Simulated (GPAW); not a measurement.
**Mn pairs in Ge: coupling against distance with U = 4 eV on Mn d**

Two Mn atoms replace host atoms of Ge on its sites. How does their coupling change with their distance?

Program: GPAW 26.7.0. Level of theory: PBE with U = 4 eV on Mn d; plane waves with GPAW's PAW setups, scalar-relativistic. Results are calculated unless marked as measured.

### 1. Starting point

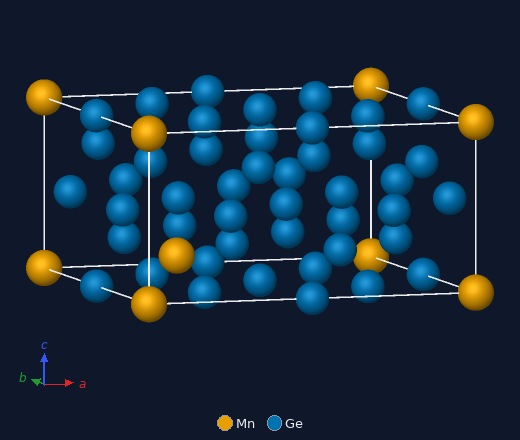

The cell as given, slightly off an axis (manganese orange, germanium blue). Some periodic images of atoms are drawn too.

This is the first member shown.

### 2. The first member

This run shows input and output; the others differ as the table says.

Input file order1.py:

```python
import json
import numpy as np
from ase import Atoms
from ase.parallel import paropen, parprint
from gpaw import GPAW

atoms = Atoms(['Mn', 'Mn', 'Ge', 'Ge', 'Ge', 'Ge', 'Ge', 'Ge', 'Ge', 'Ge', 'Ge', 'Ge', 'Ge', 'Ge', 'Ge', 'Ge', 'Ge', 'Ge', 'Ge', 'Ge', 'Ge', 'Ge', 'Ge', 'Ge', 'Ge', 'Ge', 'Ge', 'Ge', 'Ge', 'Ge', 'Ge', 'Ge'],
    cell=[[11.316, 0.0, 0.0],
         [0.0, 11.316, 0.0],
         [0.0, 0.0, 5.658]],
    scaled_positions=[[0.0, 0.0, 0.0],
         [0.125, 0.125, 0.25],
         [0.0, 0.25, 0.5],
         [0.125, 0.375, 0.75],
         [0.25, 0.0, 0.5],
         [0.375, 0.125, 0.75],
         [0.25, 0.25, 0.0],
         [0.375, 0.375, 0.25],
         [0.0, 0.5, 0.0],
         [0.125, 0.625, 0.25],
         [0.0, 0.75, 0.5],
         [0.125, 0.875, 0.75],
         [0.25, 0.5, 0.5],
         [0.375, 0.625, 0.75],
         [0.25, 0.75, 0.0],
         [0.375, 0.875, 0.25],
         [0.5, 0.0, 0.0],
         [0.625, 0.125, 0.25],
         [0.5, 0.25, 0.5],
         [0.625, 0.375, 0.75],
         [0.75, 0.0, 0.5],
         [0.875, 0.125, 0.75],
         [0.75, 0.25, 0.0],
         [0.875, 0.375, 0.25],
         [0.5, 0.5, 0.0],
         [0.625, 0.625, 0.25],
         [0.5, 0.75, 0.5],
         [0.625, 0.875, 0.75],
         [0.75, 0.5, 0.5],
         [0.875, 0.625, 0.75],
         [0.75, 0.75, 0.0],
         [0.875, 0.875, 0.25]],
    pbc=True,
    magmoms=[4.5, 4.5, 0.0, 0.0, 0.0, 0.0, 0.0, 0.0, 0.0, 0.0, 0.0, 0.0, 0.0, 0.0, 0.0, 0.0, 0.0, 0.0, 0.0, 0.0, 0.0, 0.0, 0.0, 0.0, 0.0, 0.0, 0.0, 0.0, 0.0, 0.0, 0.0, 0.0])
atoms.calc = GPAW(mode={'name': 'pw', 'ecut': 450},
    xc='PBE',
    kpts={'size': (3, 3, 5), 'gamma': True},
    occupations={'name': 'fermi-dirac', 'width': 0.05},
    convergence={'density': 1e-05, 'energy': 1e-05},
    maxiter=200,
    mixer={'name': 'pulay', 'beta': 0.05, 'nmaxold': 6, 'weight': 50},
    setups={'Mn': ':d,4.0'},
    symmetry={'tolerance': 1e-4},
    txt='order1.txt')
e = atoms.get_potential_energy(force_consistent=True)
res = {'free_energy': e, 'energy_sigma0': atoms.get_potential_energy(), 'fermi_energy': atoms.calc.get_fermi_level()}
res['moments'] = atoms.get_magnetic_moments().tolist()
res['total'] = atoms.get_magnetic_moment()
parprint('site moments (muB):', np.round(res['moments'], 3))
parprint(f"total moment: {res['total']:.3f} muB")
parprint(f'free energy: {e:.6f} eV')
atoms.calc.write('order1.gpw')
with paropen('results.json', 'w') as f:
    json.dump(res, f)
```

Run with:

```bash
OMP_NUM_THREADS=1 mpirun -n 4 gpaw python order1.py > order1.log
```

Numbers of over 12 decimals in the logs are rounded to 6 here.

The log of the run:

```text
site moments (muB): [ 4.278e+00  4.278e+00 -4.600e-02  1.000e-03 -4.600e-02  1.000e-03
 -4.800e-02 -1.000e-03 -6.000e-03 -6.000e-03  1.000e-03 -4.600e-02
 -3.000e-03 -4.000e-03 -3.000e-03 -3.000e-03 -6.000e-03 -6.000e-03
 -3.000e-03 -4.000e-03  1.000e-03 -4.600e-02 -3.000e-03 -3.000e-03
 -8.000e-03 -8.000e-03 -4.000e-03 -3.000e-03 -4.000e-03 -3.000e-03
 -1.000e-03 -4.800e-02]
total moment: 8.478 muB
free energy: -147.684284 eV

--- order1.txt ---
Input parameters:
  mode=PW(ecut=450),
  convergence={'density': 1e-05, 'energy': 1e-05},
  kpts=MonkhorstPack(size=(3, 3, 5), gamma=True),
  maxiter=200,
  mixer=Pulay(name='pulay', nmaxold=6, beta=0.05, weight=50, sigma=0.015, g_ss=None),
  occupations=Occupations(name='fermi-dirac', width=0.05),
  setups={'Mn': ':d,4.0'},
  symmetry=Symmetry(tolerance=0.0001),
  xc=XC(name='PBE')

Diagonalizing LCAO Hamiltonian
Converting LCAO to pw mode
        .---------------------------.
       /|                           |
      / |                           |
     /  |  Ge            Ge         |
    /   |       Ge            Ge    |
   /  Ge|           Ge              |
  /    Ge         Ge Ge         Ge  |
 *      .--Ge------------Ge---------.
 |     / Ge Ge         Ge Ge       /
 | Ge /      Ge  Ge        Ge     /
 |   Ge Ge    Ge   Ge Ge    Ge   /
 |  /Mn            Ge           /
 | /      Ge            Ge     /
 |/                           /
 Mn------------Ge------------*

Atoms  # Å, Bohr magnetons
|    | symbol |        x |        y |        z |    initial magnetic moments |
|----|--------|----------|----------|----------|-----------------------------|
[...]
Zero:              0.329020
  External:          0.000000
  Xc:             -199.600915
  Entropy:          -0.035308
  Spinorbit:         0.000000
  ----------------------------
  Free energy:    -147.684284
  Extrapolated:   -147.666630

dipole moment: (-136.512592, -136.512592, -142.047220)  # |e|*Ang

Total magnetic moment: (0.000000, 0.000000, 8.478241)

Local magnetic moments
|        x |        y |         z |
|----------|----------|-----------|
| 0.000000 | 0.000000 |  4.278263 |  # Mn   0
| 0.000000 | 0.000000 |  4.278263 |  # Mn   1
| 0.000000 | 0.000000 | -0.046487 |  # Ge   2
| 0.000000 | 0.000000 |  0.001004 |  # Ge   3
| 0.000000 | 0.000000 | -0.046487 |  # Ge   4
[...]
| 0.000000 | 0.000000 | -0.004288 |  # Ge  28
| 0.000000 | 0.000000 | -0.003347 |  # Ge  29
| 0.000000 | 0.000000 | -0.001169 |  # Ge  30
| 0.000000 | 0.000000 | -0.048126 |  # Ge  31

Fermi level: 5.511
Eigenvalues  # (at kpt = [0.000, 0.000, 0.000])
| band index |      eig [eV] | occ [0-1] |      eig [eV] | occ [0-1] |
|------------|---------------|-----------|---------------|-----------|
|          0 |       -76.454 |     1.000 |       -71.724 |     1.000 |
|        ... |               |           |               |           |
|         66 |         3.340 |     1.000 |         4.595 |     1.000 |
|         67 |         3.864 |     1.000 |         4.714 |     1.000 |
|         68 |         3.875 |     1.000 |         5.408 |     0.887 |
|         69 |         3.976 |     1.000 |         5.662 |     0.047 |
[...]
|         79 |         6.403 |     0.000 |         6.834 |     0.000 |
|         80 |         6.549 |     0.000 |         6.850 |     0.000 |
|         81 |         6.578 |     0.000 |         6.906 |     0.000 |
|        ... |               |           |               |           |
|         99 |         8.850 |     0.000 |         9.289 |     0.000 |

No gap
No difference between direct/indirect transitions

[key lines of the parts left out:]
Converged in 32 steps
```

The job ended after 9.6 min (4 MPI ranks of Intel Xeon Platinum 8375C at 2.90GHz (Ice Lake), shared host; peak memory 2.7 GiB).

After 32 cycles the largest moment stands at 4.28 μB.

### 3. The series

All use a 3×3×5 mesh. Each member is run with parallel and with opposed moments. For E = −J e1·e2 with unit vectors, counted once a pair, J = (E_opposed − E_parallel) / 2n, n being the images of the partner at that distance, since the cell repeats. Farther images are folded into J, and in so small a cell they can weigh as much as the nearest, so J is an effective number of this cell and no pair coupling.

| distance (Å) | atoms, n | parallel (eV) | opposed (eV) | opposed less parallel (meV) | J (meV) | mean moment, parallel (μB) | mean moment, opposed (μB) | net moment, parallel (μB a cell) |
| --- | --- | --- | --- | --- | --- | --- | --- | --- |
| 2.45 | 32, 1 | -147.6843 | -148.0946 | -410.32 | -205.16 | 4.28 | 4.20 | 8.48 |
| 4.00 | 32, 2 | -148.1010 | -147.9559 | +145.14 | +36.28 | 4.15 | 4.20 | 7.67 |
| 5.66 | 32, 2 | -147.9246 | -147.9052 | +19.44 | +4.86 | 4.13 | 4.17 | 7.36 |

```
distance (Å) 4.00: J = +145.14 / (2 × 2) = +36.28 meV
```

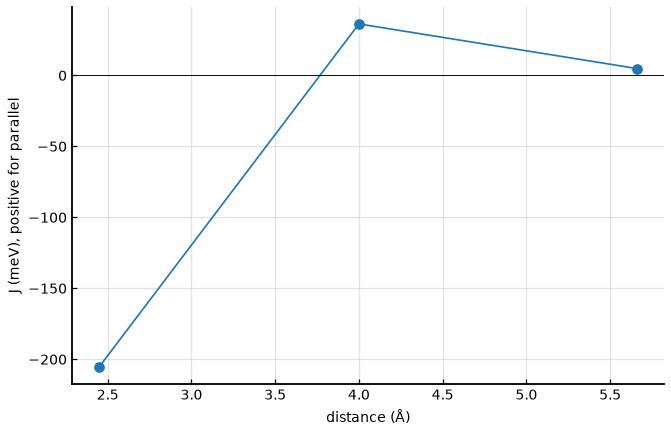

Coupling along the series.

### 4. What came out

* strongest coupling: -205.16 meV at distance (Å) 2.45
* parallel lower at: 4.00, 5.66
* opposed lower at: 2.45

**Reading.** The sign of the coupling changes along the series; it is strongest at distance (Å) 2.45, -205.16 meV, and stands at +4.86 meV for the last member. Differences under about 1 meV are not resolved, and mesh and smearing were not tested in this series. The atoms were not relaxed, which can shift moments and couplings. The cells are small and neutral, with no compensating defects, so carriers and concentrations exceed those of most samples. Trends hold for the rows shown; the series may have further members. Spin–orbit coupling is left out.

[Logs and program files are shortened in this print: banners, set-up blocks, solver, clock and traceback lines can be left out without a mark of their own.]

[Logs are printed without paths, hosts, clocks, repeated set-up lines and the standing remarks that a program may print on its own settings, such as how far it seeks lower states.]

[Hosts, paths, dates, database ids (printed as entryN), source tags and the programs' standing remarks are cut or masked in the printed files.]

[Where a cell is said to come from a database of computed structures, the database is the Materials Project.]
